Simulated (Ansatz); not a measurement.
BH9O2Si3

```
atom    x (Å)    y (Å)    z (Å)
   B   1.1987  -1.2214  -0.2539
   O  -0.8525  -0.0111   1.4872
   O  -0.1074   1.4350  -0.6821
  Si   0.0762  -1.4156   1.4046
  Si  -1.1001   1.3905   0.6610
  Si   1.0306   0.5309  -1.4605
   H   0.2455  -1.0820  -1.0295
   H   2.0005  -2.0230  -0.6683
   H  -0.8582  -2.5816   1.3668
   H   0.8738  -1.5123   2.6650
   H  -0.7554   2.5524   1.5205
   H  -2.5076   1.4587   0.1895
   H   2.3233   1.2658  -1.5579
   H   0.6019   0.2088  -2.8509
   H   1.7417  -0.1650   0.0913
```

Geometry: PBE0-D3(BJ)/def2-SVP.

The calculation used isolated molecule in a Gaussian basis; Kohn-Sham density functional theory, functional PBE0 in Ansatz.

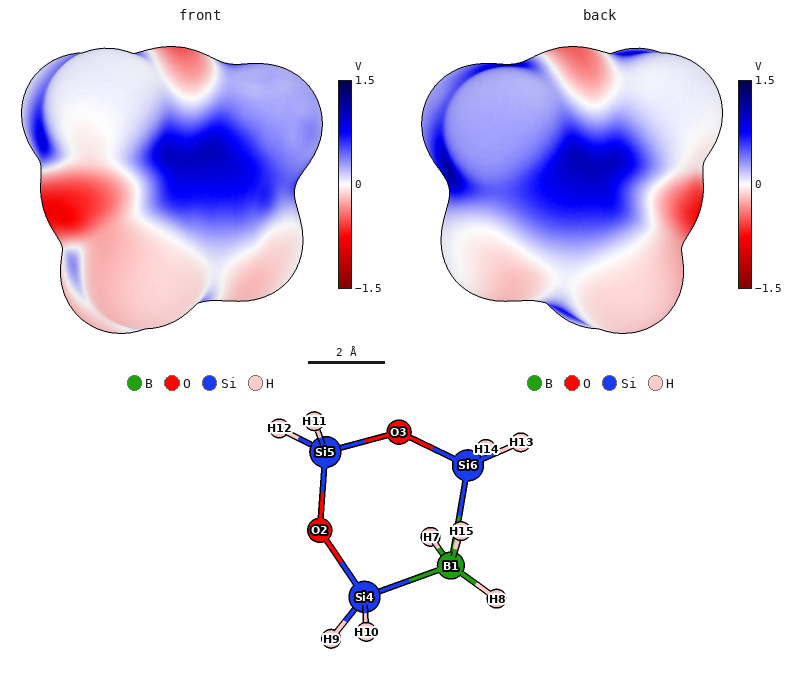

Figure 1. The electrostatic potential painted on the density surface at 0.001 e/bohr³, seen from the front and from behind; the colour scale runs from red (negative) to blue (positive). The bare structure is drawn below in the same view.

Question: Describe the electrostatic potential map.

Answer: The most negative region (about −0.7 V) lies over O2, the most positive (about +1.0 V) over Si5, Si6, H7 and H15.

Question: How polar is the molecule by this calculation?

Answer: Its dipole moment is 1.27 D.

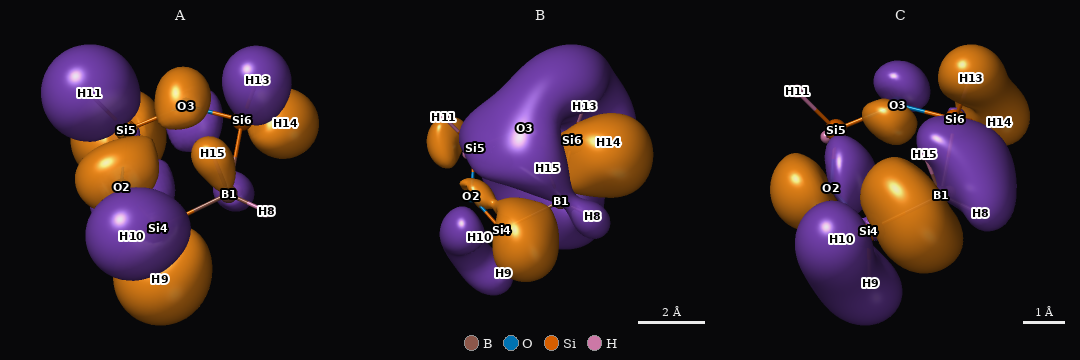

Figure 2. Three frontier orbitals at ±0.05 Å⁻³ᐟ² (orange and purple are the two phases), in no order.

Question: Which picture is the HOMO−1, the HOMO and the LUMO?

Answer: A is the HOMO−1 (−8.39 eV). It lies mainly on O2 (about 20 %), Si5 (about 15 %), Si4 (about 10 %), H12 (about 10 %), H11 (about 10 %), H10 (about 10 %) and H9 (about 10 %). C is the HOMO (−7.93 eV). By Hirshfeld shares it lies mainly on B1 (about 25 %), Si4 (about 25 %), O2 (about 15 %) and Si6 (about 10 %). B is the LUMO (−1.00 eV). It lies mainly on Si6 (about 35 %), Si4 (about 15 %), B1 (about 10 %), Si5 (about 5 %), H13 (about 5 %) and H14 (about 5 %).

Question: What is the HOMO–LUMO gap?

Answer: 6.93 eV between the orbital energies.

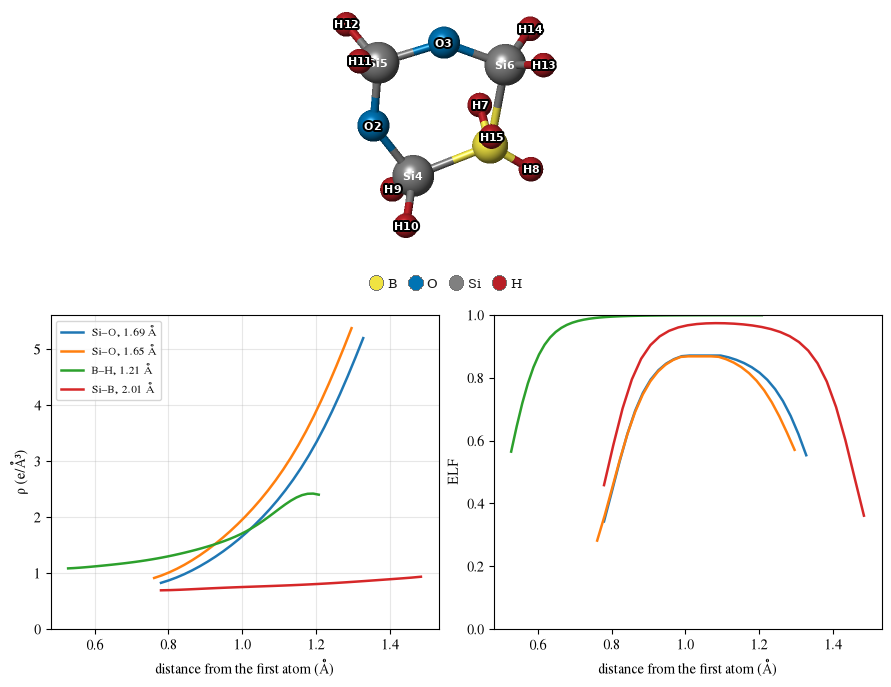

Figure 3. Electron density and electron localisation function along straight lines between neighbouring atoms. The curves leave out the atomic cores. The structure is drawn too.

Question: Compare the contacts.

Answer: Si–O (1.69 Å): ρ at the midpoint is about 0.98 e/Å³; the ELF peaks at about 0.85 between the atoms; a shared but strongly polarised pair.
Si–O (1.65 Å): ρ at the midpoint is about 1.1 e/Å³; the ELF peaks at about 0.85 between the atoms; a polar covalent bond.
B–H (1.21 Å): ρ at the midpoint is about 1.1 e/Å³; the ELF climbs to about 1 towards the hydrogen, as it does in any bond to H: an ordinary covalent bond to hydrogen.
Si–B (2.01 Å): ρ is about 0.75 e/Å³ halfway; the ELF peaks at about 1 between the atoms (localised, covalent bonding).
